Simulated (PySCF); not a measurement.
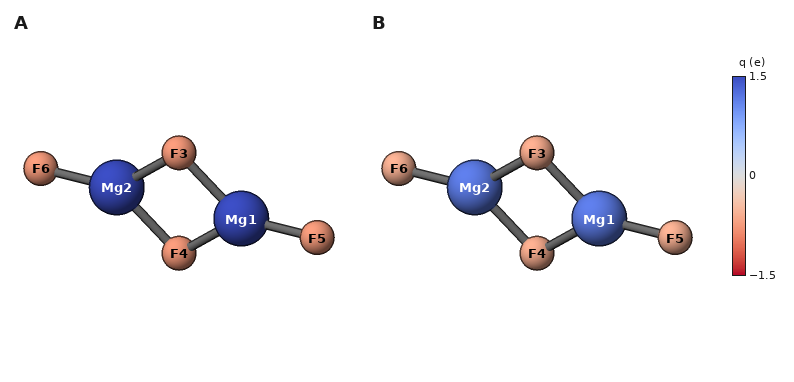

Atomic charges of one calculation by 2 schemes, on one colour scale. The geometry was computed by an optimisation with B3LYP/def2-TZVP. Level of theory: B3LYP/def2-TZVP (PySCF 2.14.0).

The schemes are Mulliken, atomic polar tensor. Which panel shows which?

Answer. A atomic polar tensor, B Mulliken.

List the charges (e), one line for each set of equivalent atoms.

```tsv
atom	atomic polar tensor	Mulliken
Mg1, Mg2	1.50	1.17
F3, F4	−0.76	−0.60
F5, F6	−0.74	−0.57
```
